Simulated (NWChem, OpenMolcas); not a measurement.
## A ladder of methods for CsI (SMILES [I][Cs])

CsI: 2 atoms, total charge 0, spin state singlet. SMILES: `[I][Cs]`. Geometry: the measured bond length.

```
atom   x (Å)   y (Å)   z (Å)
   I  0.0000  0.0000  0.0000
  Cs  0.0000  0.0000  3.3152
```

Each level gives the dipole moment (D). The values are calculated.

```json
{"level": "HF/def2-TZVP (core potential)", "kind": "Hartree–Fock", "program": "NWChem", "value (D)": "12.27"}
{"level": "BLYP/def2-TZVP (core potential)", "kind": "GGA", "program": "NWChem", "value (D)": "10.97"}
{"level": "PBE/def2-TZVP (core potential)", "kind": "GGA", "program": "OpenMolcas", "value (D)": "10.98"}
{"level": "revPBE/def2-TZVP (core potential)", "kind": "GGA", "program": "NWChem", "value (D)": "11.00"}
{"level": "M06-L/def2-TZVP (core potential)", "kind": "meta-GGA", "program": "OpenMolcas", "value (D)": "11.73"}
{"level": "TPSS/def2-TZVP (core potential)", "kind": "meta-GGA", "program": "NWChem", "value (D)": "11.22"}
{"level": "PBE0/def2-TZVP (core potential)", "kind": "global hybrid", "program": "OpenMolcas", "value (D)": "11.45"}
{"level": "TPSSh/def2-TZVP (core potential)", "kind": "hybrid meta-GGA", "program": "OpenMolcas", "value (D)": "11.38"}
```

The values span 10.97 to 12.27 D.

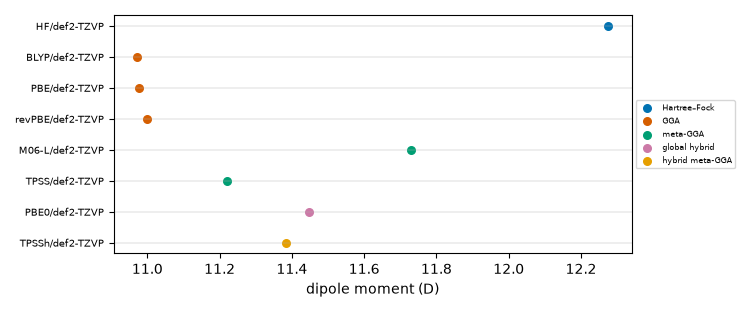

The values of the table, level by level.
